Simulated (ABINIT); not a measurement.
# CsHgH3 (Pm-3m): zone-centre phonons, part 3 of 3

Which modes does CsHgH3 (Pm-3m) have at the zone centre?

ABINIT 10.8.3; DFT LDA, scalar-relativistic, plane waves, PseudoDojo norm-conserving pseudopotentials.

So far. Step 5 (Relaxing the cell and atoms): The volume changes by +0.2 % in this run and stands -27.8 % from the first cell. Step 7 (Linear response at Γ): The acoustic modes at Γ come out as far as 1.1 cm⁻¹ from zero, where they should vanish, a small numerical error. The relaxed cell has a = 4.168 Å (conventional setting).

The structure was built from a prototype and need not be the compound's stable phase.

### Step 8. Modes with the sum rule

anaddb reads the merged derivatives and imposes the acoustic sum rule.

Contents of anaddb.abi:

```
ddb_filepath "gamma_DDB"
output_file "anaddb.abo"
outdata_prefix "anaddb"
asr 1
chneut 1
enunit 2
eivec 1
nph1l 1
qph1l 0.0 0.0 0.0 1.0
```

Contents of mrgddb.in:

```
gamma_DDB
merged
2
dfpt_gammao_DDB
gso_DDB
```

The run is started by

```sh
mrgddb < mrgddb.in > mrgddb.log
OMP_NUM_THREADS=1 anaddb anaddb.abi > anaddb.log
```

anaddb.abo, the main output file:

```text
-outvars_anaddb: echo values of input variables ----------------------

 Miscellaneous information :
      enunit         2
       eivec         1
         asr         1
 First list of wavevector (reduced coord.) :
       nph1l         1
       qph1l
                     0.00000000E+00  0.00000000E+00  0.00000000E+00    1.000E+00

================================================================================

 read the DDB information and perform some checks

  ==== Info on the Cryst% object ====
 Real(R)+Recip(G) space primitive vectors, cartesian coordinates (Bohr,Bohr^-1):
 R(1)=  7.8757111  0.0000000  0.0000000  G(1)=  0.1269727  0.0000000  0.0000000
 R(2)=  0.0000000  7.8757111  0.0000000  G(2)=  0.0000000  0.1269727  0.0000000
 R(3)=  0.0000000  0.0000000  7.8757111  G(3)=  0.0000000  0.0000000  0.1269727
 Unit cell volume ucvol=  4.8850536E+02 bohr^3
 Angles (23,13,12)=  9.00000000E+01  9.00000000E+01  9.00000000E+01 degrees
 Time-reversal symmetry is present
 Reduced atomic positions [iatom, xred, symbol]:
    1)    0.0000000  0.0000000  0.0000000  Cs
    2)    0.5000000  0.5000000  0.5000000  Hg
    3)    0.5000000  0.5000000  0.0000000   H
    4)    0.5000000  0.0000000  0.5000000   H
    5)    0.0000000  0.5000000  0.5000000   H

 DDB file with 3 blocks has been read.

================================================================================

 Treat the first list of vectors

  Phonon wavevector (reduced coordinates) :  0.00000  0.00000  0.00000
 Phonon energies in Hartree :
   0.000000E+00  0.000000E+00  0.000000E+00  4.005778E-04  4.005778E-04
   4.005778E-04  2.565269E-03  2.565269E-03  2.565269E-03  3.331446E-03
   3.331446E-03  3.331446E-03  4.119780E-03  4.119780E-03  4.119780E-03
 Phonon energies in meV     :
-  0.000000E+00  0.000000E+00  0.000000E+00  1.090028E+01  1.090028E+01
-  1.090028E+01  6.980452E+01  6.980452E+01  6.980452E+01  9.065326E+01
-  9.065326E+01  9.065326E+01  1.121049E+02  1.121049E+02  1.121049E+02
 Phonon frequencies in cm-1    :
-  0.000000E+00  0.000000E+00  0.000000E+00  8.791666E+01  8.791666E+01
-  8.791666E+01  5.630114E+02  5.630114E+02  5.630114E+02  7.311678E+02
-  7.311678E+02  7.311678E+02  9.041873E+02  9.041873E+02  9.041873E+02
 Phonon frequencies in Thz     :
-  0.000000E+00  0.000000E+00  0.000000E+00  2.635675E+00  2.635675E+00
-  2.635675E+00  1.687866E+01  1.687866E+01  1.687866E+01  2.191986E+01
-  2.191986E+01  2.191986E+01  2.710685E+01  2.710685E+01  2.710685E+01
 Phonon energies in Kelvin  :
-  0.000000E+00  0.000000E+00  0.000000E+00  1.264925E+02  1.264925E+02
-  1.264925E+02  8.100478E+02  8.100478E+02  8.100478E+02  1.051987E+03
-  1.051987E+03  1.051987E+03  1.300924E+03  1.300924E+03  1.300924E+03

 Eigendisplacements
 (will be given, for each mode : in cartesian coordinates
   for each atom the real part of the displacement vector,
   then the imaginary part of the displacement vector - absolute values smaller than 1.0d-7 are set to zero)
  Mode number    1   Energy    0.000000E+00
 Attention : low frequency mode.
   (Could be unstable or acoustic mode)
-  1  0.00000000E+00  0.00000000E+00 -1.27677546E-03
-     0.00000000E+00  0.00000000E+00  0.00000000E+00
-  2  0.00000000E+00  0.00000000E+00 -1.27677774E-03
-     0.00000000E+00  0.00000000E+00  0.00000000E+00
-  3  0.00000000E+00  0.00000000E+00 -1.27677412E-03
-     0.00000000E+00  0.00000000E+00  0.00000000E+00
-  4  0.00000000E+00  0.00000000E+00 -1.27677808E-03
-     0.00000000E+00  0.00000000E+00  0.00000000E+00
-  5  0.00000000E+00  0.00000000E+00 -1.27677808E-03
-     0.00000000E+00  0.00000000E+00  0.00000000E+00
  Mode number    2   Energy    0.000000E+00
 Attention : low frequency mode.
   (Could be unstable or acoustic mode)
-  1  0.00000000E+00 -1.27677546E-03  0.00000000E+00
-     0.00000000E+00  0.00000000E+00  0.00000000E+00
-  2  0.00000000E+00 -1.27677774E-03  0.00000000E+00
-     0.00000000E+00  0.00000000E+00  0.00000000E+00
-  3  0.00000000E+00 -1.27677808E-03  0.00000000E+00
-     0.00000000E+00  0.00000000E+00  0.00000000E+00
-  4  0.00000000E+00 -1.27677412E-03  0.00000000E+00
-     0.00000000E+00  0.00000000E+00  0.00000000E+00
-  5  0.00000000E+00 -1.27677808E-03  0.00000000E+00
-     0.00000000E+00  0.00000000E+00  0.00000000E+00
  Mode number    3   Energy    0.000000E+00
 Attention : low frequency mode.
   (Could be unstable or acoustic mode)
-  1  1.27677546E-03  0.00000000E+00  0.00000000E+00
-     0.00000000E+00  0.00000000E+00  0.00000000E+00
-  2  1.27677774E-03  0.00000000E+00  0.00000000E+00
-     0.00000000E+00  0.00000000E+00  0.00000000E+00
-  3  1.27677808E-03  0.00000000E+00  0.00000000E+00
-     0.00000000E+00  0.00000000E+00  0.00000000E+00
-  4  1.27677808E-03  0.00000000E+00  0.00000000E+00
-     0.00000000E+00  0.00000000E+00  0.00000000E+00
-  5  1.27677412E-03  0.00000000E+00  0.00000000E+00
-     0.00000000E+00  0.00000000E+00  0.00000000E+00
  Mode number    4   Energy    4.005778E-04
-  1  0.00000000E+00  0.00000000E+00 -1.56793782E-03
-     0.00000000E+00  0.00000000E+00  0.00000000E+00
-  2  0.00000000E+00  0.00000000E+00  1.04862427E-03
-     0.00000000E+00  0.00000000E+00  0.00000000E+00
-  3  0.00000000E+00  0.00000000E+00 -5.94717863E-04
-     0.00000000E+00  0.00000000E+00  0.00000000E+00
-  4  0.00000000E+00  0.00000000E+00 -6.73167668E-04
-     0.00000000E+00  0.00000000E+00  0.00000000E+00
-  5  0.00000000E+00  0.00000000E+00 -6.73167668E-04
-     0.00000000E+00  0.00000000E+00  0.00000000E+00
  Mode number    5   Energy    4.005778E-04
-  1  0.00000000E+00  1.56793782E-03  0.00000000E+00
-     0.00000000E+00  0.00000000E+00  0.00000000E+00
-  2  0.00000000E+00 -1.04862427E-03  0.00000000E+00
-     0.00000000E+00  0.00000000E+00  0.00000000E+00
-  3  0.00000000E+00  6.73167668E-04  0.00000000E+00
-     0.00000000E+00  0.00000000E+00  0.00000000E+00
-  4  0.00000000E+00  5.94717862E-04  0.00000000E+00
-     0.00000000E+00  0.00000000E+00  0.00000000E+00
-  5  0.00000000E+00  6.73167668E-04  0.00000000E+00
-     0.00000000E+00  0.00000000E+00  0.00000000E+00
  Mode number    6   Energy    4.005778E-04
-  1  1.56793782E-03  0.00000000E+00  0.00000000E+00
-     0.00000000E+00  0.00000000E+00  0.00000000E+00
-  2 -1.04862427E-03  0.00000000E+00  0.00000000E+00
-     0.00000000E+00  0.00000000E+00  0.00000000E+00
-  3  6.73167668E-04  0.00000000E+00  0.00000000E+00
-     0.00000000E+00  0.00000000E+00  0.00000000E+00
-  4  6.73167668E-04  0.00000000E+00  0.00000000E+00
-     0.00000000E+00  0.00000000E+00  0.00000000E+00
-  5  5.94717862E-04  0.00000000E+00  0.00000000E+00
-     0.00000000E+00  0.00000000E+00  0.00000000E+00
  Mode number    7   Energy    2.565269E-03
-  1  0.00000000E+00  0.00000000E+00 -1.94949601E-04
-     0.00000000E+00  0.00000000E+00  0.00000000E+00
-  2  0.00000000E+00  0.00000000E+00 -7.07682554E-05
-     0.00000000E+00  0.00000000E+00  0.00000000E+00
-  3  0.00000000E+00  4.22077110E-07  1.59114086E-02
-     0.00000000E+00  0.00000000E+00  0.00000000E+00
-  4  0.00000000E+00  5.62514730E-07  1.19389609E-02
-     0.00000000E+00  0.00000000E+00  0.00000000E+00
-  5  0.00000000E+00  4.22077110E-07  1.19389609E-02
-     0.00000000E+00  0.00000000E+00  0.00000000E+00
  Mode number    8   Energy    2.565269E-03
-  1  0.00000000E+00  1.94949601E-04  0.00000000E+00
-     0.00000000E+00  0.00000000E+00  0.00000000E+00
-  2  0.00000000E+00  7.07682553E-05  0.00000000E+00
-     0.00000000E+00  0.00000000E+00  0.00000000E+00
-  3 -6.99190523E-07 -1.19389609E-02  5.62510733E-07
-     0.00000000E+00  0.00000000E+00  0.00000000E+00
-  4 -6.99190523E-07 -1.59114086E-02  4.22074111E-07
-     0.00000000E+00  0.00000000E+00  0.00000000E+00
-  5 -9.31832025E-07 -1.19389609E-02  4.22074111E-07
-     0.00000000E+00  0.00000000E+00  0.00000000E+00
  Mode number    9   Energy    2.565269E-03
-  1  1.94949601E-04  0.00000000E+00  0.00000000E+00
-     0.00000000E+00  0.00000000E+00  0.00000000E+00
-  2  7.07682553E-05  0.00000000E+00  0.00000000E+00
-     0.00000000E+00  0.00000000E+00  0.00000000E+00
-  3 -1.19389609E-02  6.99188713E-07  0.00000000E+00
-     0.00000000E+00  0.00000000E+00  0.00000000E+00
-  4 -1.19389609E-02  9.31829613E-07  0.00000000E+00
-     0.00000000E+00  0.00000000E+00  0.00000000E+00
-  5 -1.59114086E-02  6.99188713E-07  0.00000000E+00
-     0.00000000E+00  0.00000000E+00  0.00000000E+00
  Mode number   10   Energy    3.331446E-03
-  1  0.00000000E+00  0.00000000E+00  0.00000000E+00
-     0.00000000E+00  0.00000000E+00  0.00000000E+00
-  2  0.00000000E+00  0.00000000E+00  0.00000000E+00
-     0.00000000E+00  0.00000000E+00  0.00000000E+00
-  3  0.00000000E+00  0.00000000E+00  0.00000000E+00
-     0.00000000E+00  0.00000000E+00  0.00000000E+00
-  4  0.00000000E+00  0.00000000E+00  1.64963405E-02
-     0.00000000E+00  0.00000000E+00  0.00000000E+00
-  5  0.00000000E+00  0.00000000E+00 -1.64963405E-02
-     0.00000000E+00  0.00000000E+00  0.00000000E+00
  Mode number   11   Energy    3.331446E-03
-  1  0.00000000E+00  0.00000000E+00  0.00000000E+00
-     0.00000000E+00  0.00000000E+00  0.00000000E+00
-  2  0.00000000E+00  0.00000000E+00  0.00000000E+00
-     0.00000000E+00  0.00000000E+00  0.00000000E+00
-  3  2.28935846E-07  1.64963404E-02  0.00000000E+00
-     0.00000000E+00  0.00000000E+00  0.00000000E+00
-  4 -2.28935846E-07  0.00000000E+00  0.00000000E+00
-     0.00000000E+00  0.00000000E+00  0.00000000E+00
-  5  0.00000000E+00 -1.64963404E-02  0.00000000E+00
-     0.00000000E+00  0.00000000E+00  0.00000000E+00
  Mode number   12   Energy    3.331446E-03
-  1  0.00000000E+00  0.00000000E+00  0.00000000E+00
-     0.00000000E+00  0.00000000E+00  0.00000000E+00
-  2  0.00000000E+00  0.00000000E+00  0.00000000E+00
-     0.00000000E+00  0.00000000E+00  0.00000000E+00
-  3  1.64963404E-02 -2.28935845E-07  0.00000000E+00
-     0.00000000E+00  0.00000000E+00  0.00000000E+00
-  4 -1.64963404E-02  0.00000000E+00  0.00000000E+00
-     0.00000000E+00  0.00000000E+00  0.00000000E+00
-  5  0.00000000E+00  2.28935845E-07  0.00000000E+00
-     0.00000000E+00  0.00000000E+00  0.00000000E+00
  Mode number   13   Energy    4.119780E-03
-  1  0.00000000E+00  0.00000000E+00  3.17172579E-05
-     0.00000000E+00  0.00000000E+00  0.00000000E+00
-  2  0.00000000E+00  0.00000000E+00  7.02825939E-06
-     0.00000000E+00  0.00000000E+00  0.00000000E+00
-  3  0.00000000E+00  0.00000000E+00  1.70029918E-02
-     0.00000000E+00  0.00000000E+00  0.00000000E+00
-  4  0.00000000E+00  0.00000000E+00 -1.12919061E-02
-     0.00000000E+00  0.00000000E+00  0.00000000E+00
-  5  0.00000000E+00  0.00000000E+00 -1.12919061E-02
-     0.00000000E+00  0.00000000E+00  0.00000000E+00
  Mode number   14   Energy    4.119780E-03
-  1  0.00000000E+00 -3.17172576E-05  0.00000000E+00
-     0.00000000E+00  0.00000000E+00  0.00000000E+00
-  2  0.00000000E+00 -7.02825933E-06  0.00000000E+00
-     0.00000000E+00  0.00000000E+00  0.00000000E+00
-  3 -1.47096184E-06  1.12919060E-02  0.00000000E+00
-     0.00000000E+00  0.00000000E+00  0.00000000E+00
-  4 -1.47096184E-06 -1.70029917E-02  0.00000000E+00
-     0.00000000E+00  0.00000000E+00  0.00000000E+00
-  5  2.21492739E-06  1.12919060E-02  0.00000000E+00
-     0.00000000E+00  0.00000000E+00  0.00000000E+00
  Mode number   15   Energy    4.119780E-03
-  1  3.17172576E-05  0.00000000E+00  0.00000000E+00
-     0.00000000E+00  0.00000000E+00  0.00000000E+00
-  2  7.02825933E-06  0.00000000E+00  0.00000000E+00
-     0.00000000E+00  0.00000000E+00  0.00000000E+00
-  3 -1.12919060E-02 -1.47096184E-06  0.00000000E+00
-     0.00000000E+00  0.00000000E+00  0.00000000E+00
-  4 -1.12919060E-02  2.21492739E-06  0.00000000E+00
-     0.00000000E+00  0.00000000E+00  0.00000000E+00
-  5  1.70029917E-02 -1.47096184E-06  0.00000000E+00
-     0.00000000E+00  0.00000000E+00  0.00000000E+00

 Analysis of degeneracies and characters (maximum tolerance=1.00E-06 a.u.)
 For each vibration mode, or group of modes if degenerate,
 the characters are given for each symmetry operation (see the list in the log file).
 Symmetry characters of vibration mode #   1
       degenerate with vibration modes #   2 to    3
  3.0 -3.0 -1.0  1.0 -1.0  1.0 -1.0  1.0  1.0 -1.0 -1.0  1.0  1.0 -1.0 -1.0  1.0
  0.0 -0.0  0.0 -0.0 -0.0  0.0 -0.0  0.0  1.0 -1.0 -1.0  1.0 -1.0  1.0  1.0 -1.0
  0.0 -0.0 -0.0  0.0 -0.0  0.0  0.0 -0.0  1.0 -1.0  1.0 -1.0 -1.0  1.0 -1.0  1.0
 Symmetry characters of vibration mode #   4
       degenerate with vibration modes #   5 to    6
  3.0 -3.0 -1.0  1.0 -1.0  1.0 -1.0  1.0  1.0 -1.0 -1.0  1.0  1.0 -1.0 -1.0  1.0
  0.0 -0.0  0.0 -0.0 -0.0  0.0 -0.0  0.0  1.0 -1.0 -1.0  1.0 -1.0  1.0  1.0 -1.0
  0.0 -0.0 -0.0  0.0 -0.0  0.0  0.0 -0.0  1.0 -1.0  1.0 -1.0 -1.0  1.0 -1.0  1.0
 Symmetry characters of vibration mode #   7
       degenerate with vibration modes #   8 to    9
  3.0 -3.0 -1.0  1.0 -1.0  1.0 -1.0  1.0  1.0 -1.0 -1.0  1.0  1.0 -1.0 -1.0  1.0
 -0.0  0.0 -0.0  0.0  0.0 -0.0  0.0 -0.0  1.0 -1.0 -1.0  1.0 -1.0  1.0  1.0 -1.0
 -0.0  0.0  0.0 -0.0  0.0 -0.0 -0.0  0.0  1.0 -1.0  1.0 -1.0 -1.0  1.0 -1.0  1.0
 Symmetry characters of vibration mode #  10
       degenerate with vibration modes #  11 to   12
  3.0 -3.0 -1.0  1.0 -1.0  1.0 -1.0  1.0 -1.0  1.0  1.0 -1.0 -1.0  1.0  1.0 -1.0
 -0.0  0.0 -0.0  0.0  0.0 -0.0  0.0 -0.0 -1.0  1.0  1.0 -1.0  1.0 -1.0 -1.0  1.0
 -0.0  0.0  0.0 -0.0  0.0 -0.0 -0.0  0.0 -1.0  1.0 -1.0  1.0  1.0 -1.0  1.0 -1.0
 Symmetry characters of vibration mode #  13
       degenerate with vibration modes #  14 to   15
  3.0 -3.0 -1.0  1.0 -1.0  1.0 -1.0  1.0  1.0 -1.0 -1.0  1.0  1.0 -1.0 -1.0  1.0
 -0.0  0.0 -0.0  0.0  0.0 -0.0  0.0 -0.0  1.0 -1.0 -1.0  1.0 -1.0  1.0  1.0 -1.0
 -0.0  0.0  0.0 -0.0  0.0 -0.0 -0.0  0.0  1.0 -1.0  1.0 -1.0 -1.0  1.0 -1.0  1.0
-
```

The job ended after 0.56 s (1 thread of Arm Neoverse N1, shared host).

No LO-TO term; unit eigenvectors of the mass-weighted matrix, from anaddb's displacements. The modes at Γ (shares of kinetic energy by element, %):

| mode | frequency (cm⁻¹) | symmetry | Cs % | Hg % | H % |
| --- | --- | --- | --- | --- | --- |
| 1 | 0.0 | acoustic | 39 | 60 | 1 |
| 2 | 0.0 | acoustic | 39 | 60 | 1 |
| 3 | 0.0 | acoustic | 39 | 60 | 1 |
| 4 | 87.9 | T1u | 60 | 40 | 0 |
| 5 | 87.9 | T1u | 60 | 40 | 0 |
| 6 | 87.9 | T1u | 60 | 40 | 0 |
| 7 | 563.0 | T1u | 1 | 0 | 99 |
| 8 | 563.0 | T1u | 1 | 0 | 99 |
| 9 | 563.0 | T1u | 1 | 0 | 99 |
| 10 | 731.2 | T2u | 0 | 0 | 100 |
| 11 | 731.2 | T2u | 0 | 0 | 100 |
| 12 | 731.2 | T2u | 0 | 0 | 100 |
| 13 | 904.2 | T1u | 0 | 0 | 100 |
| 14 | 904.2 | T1u | 0 | 0 | 100 |
| 15 | 904.2 | T1u | 0 | 0 | 100 |

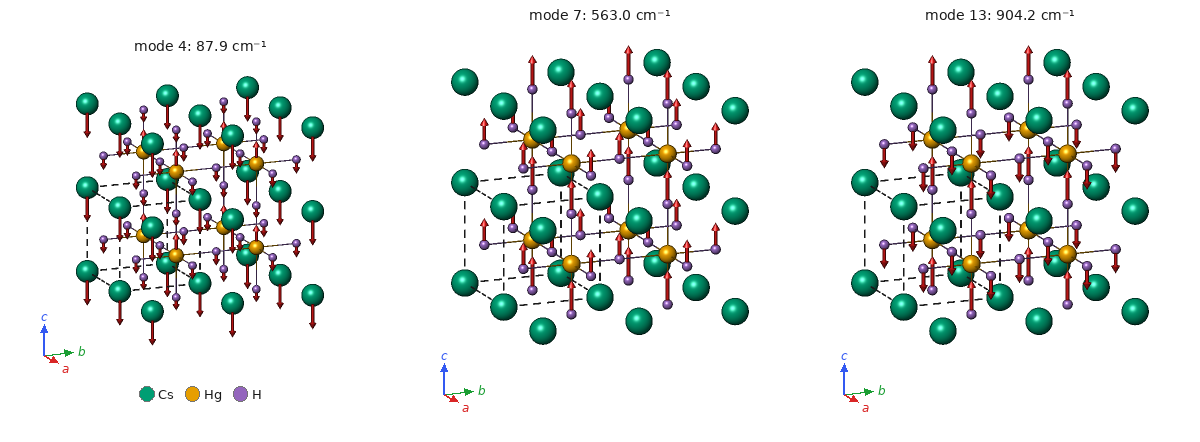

Displacement patterns of modes 4, 7 and 13 at Γ; arrows are exaggerated. 2×2×2 cells are drawn. Some periodic images of atoms are drawn too.

The rule moves no optical mode by more than 0.1 cm⁻¹.

### Step 9. Results

- space group after relaxation: Pm-3m
- volume per atom: 14.5 Å³
- highest optical zone-centre mode (no LO-TO term): 904.2 cm⁻¹
- lowest optical zone-centre mode: 87.9 cm⁻¹
- imaginary optical modes at the zone centre (no q mesh in this session): none

What this shows: At the LDA level the optical modes of CsHgH3 (Pm-3m) at the zone centre run from 88 to 904 cm⁻¹. These are harmonic frequencies at zero temperature: anharmonic shifts and linewidths and thermal expansion are left out. Spin-orbit coupling is left out, which can matter for the heavy elements here. In a metal the frequencies hang on the k mesh and the smearing, most of all near Kohn anomalies. The structure is a hypothetical one, built on a prototype.

[Host names and launcher messages were left out of these logs when they were recorded.]

[Logs are printed without paths, hosts, clocks, repeated set-up lines and the standing remarks that a program may print on its own settings, such as how far it seeks lower states.]

[Hosts, paths, dates, database ids (printed as entryN), source tags and the programs' standing remarks are cut or masked in the printed files.]
